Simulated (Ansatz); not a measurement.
# BH3 (borane): HF/3-21G

Aim: the energy change on altering one bond length of BH3 (borane) at HF/3-21G, from 2 runs. 

The results are computed with Ansatz 0.2.0.

32 further runs of the same task are left out: 32 set aside as unsound or not needed.

### Step 1. The molecule

The species is BH3 (4 atoms), meant as a singlet with charge 0. As SMILES, `B`. The shape is that of a PBE0-D4/def2-TZVP optimisation.

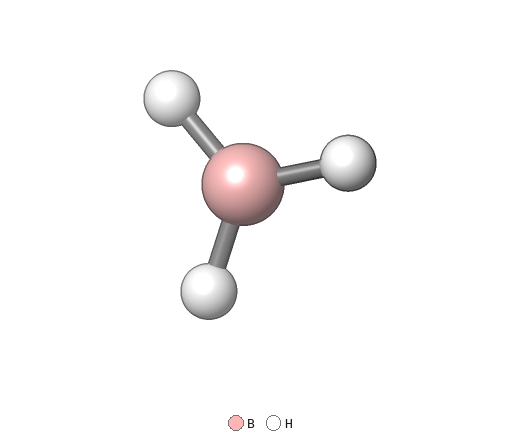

The structure, seen from a chosen angle (boron pink, hydrogen white).

### Step 2. The energy at HF/3-21G

Input file input.yaml:

```yaml
crystal:
  periodic: [false, false, false]
  atoms:
    - {symbol: B, position_ang: [0.013900, -0.015100, -0.005100]}
    - {symbol: H, position_ang: [0.982200, 0.381700, 0.568800]}
    - {symbol: H, position_ang: [-0.276200, -1.171800, 0.043000]}
    - {symbol: H, position_ang: [-0.664400, 0.744900, -0.626900]}
basis:
  gaussian: {orbitals: 3-21G.json}
hamiltonian: {xc: hf}
output: {orbitals: {seedname: orbitals}}
accuracy: high
```

The basis set 3-21G is read from a file made from the Basis Set Exchange's data (not shown).

Command:

```sh
ansatz run input.yaml --threads 1 --pin off --max-ram 3480MiB --events-out events.jsonl --progress --plain --runs-dir runs
```

Standard output:

```text
Warning: RAYON_NUM_THREADS=1 ignored (pool sized by the plan → 1); use --threads N
Functional definition: HF
  name "HF"
  exchange = exact_x
  correlation = 0
294 factors; integrals over basis functions are off by at most 3.4e-9 eV
mean field evaluation 1: about -713.6494 eV, gradient 8.5e0 eV
mean field evaluation 2: about -713.6347 eV, gradient 8.4e0 eV
mean field evaluation 4: about -713.9521 eV, gradient 1.9e-1 eV
mean field evaluation 8: about -713.9520 eV, gradient 7.9e-5 eV
mean field -713.95201720 eV, -26.2372526980 hartree, gradient 2.6e-8 eV, S^2 0.000000; 0 other end points of the search recorded, 0 dependent functions left out
reference -713.95201720 eV, -26.2372526980 hartree; 4, 4 occupied and 11, 11 virtual orbitals, 294 factors
Total energy: -713.95201720 eV, -26.2372526980 hartree
```

Run time: 0.06 s. Hardware: 1 thread of Arm Neoverse V2, shared host.

### Step 3. The distorted shape

Input file run.yaml:

```yaml
crystal:
  periodic: [false, false, false]
  atoms:
    - {symbol: B, position_ang: [0.158940, 0.563211, -0.029148]}
    - {symbol: H, position_ang: [1.127240, 0.960011, 0.544752]}
    - {symbol: H, position_ang: [-0.276200, -1.171800, 0.043000]}
    - {symbol: H, position_ang: [-0.519360, 1.323211, -0.650948]}
basis:
  gaussian:
    orbitals: 3-21G.json
hamiltonian:
  xc: hf
accuracy: high
output: {orbitals: {seedname: orbitals}}
```

The basis set 3-21G is read from a file made from the Basis Set Exchange's data (not shown).

Command:

```sh
ansatz run run.yaml --threads 1 --pin off --max-ram 3480MiB --events-out events.jsonl --progress --plain --runs-dir runs
```

Standard output:

```text
Warning: RAYON_NUM_THREADS=1 ignored (pool sized by the plan → 1); use --threads N
[... 4 set-up lines as earlier in the session ...]
291 factors; integrals over basis functions are off by at most 2.7e-9 eV
mean field evaluation 1: about -711.4947 eV, gradient 9.3e0 eV
mean field evaluation 2: about -711.4847 eV, gradient 9.2e0 eV
mean field evaluation 4: about -711.9446 eV, gradient 5.5e-1 eV
mean field evaluation 8: about -711.9461 eV, gradient 9.0e-5 eV
mean field -711.94607755 eV, -26.1635357756 hartree, gradient 2.9e-8 eV, S^2 0.000000; 0 other end points of the search recorded, 0 dependent functions left out
reference -711.94607755 eV, -26.1635357756 hartree; 4, 4 occupied and 11, 11 virtual orbitals, 291 factors
Total energy: -711.94607755 eV, -26.1635357756 hartree
```

Wall time 0.06 s (1 thread of Arm Neoverse V2, shared host).

### Step 4. Summary of results

At HF/3-21G:

| quantity | value |
| --- | --- |
| first shape: total energy | -26.23725 Eh |
| first shape: HOMO energy | -13.57 eV |
| first shape: LUMO energy | 2.09 eV |
| first shape: HOMO–LUMO gap | 15.66 eV |
| distorted shape: total energy | -26.16354 Eh |
| distorted shape: HOMO energy | -11.05 eV |
| distorted shape: LUMO energy | 1.77 eV |
| distorted shape: HOMO–LUMO gap | 12.81 eV |
| energy change with the B1–H3 bond stretched from 1.193 to 1.790 Å | 2.006 eV |

In words: With the B1–H3 bond stretched from 1.193 to 1.790 Å the energy rises by 2.01 eV (194 kJ/mol). The first shape isn't relaxed at this level, so the change isn't measured from a minimum.
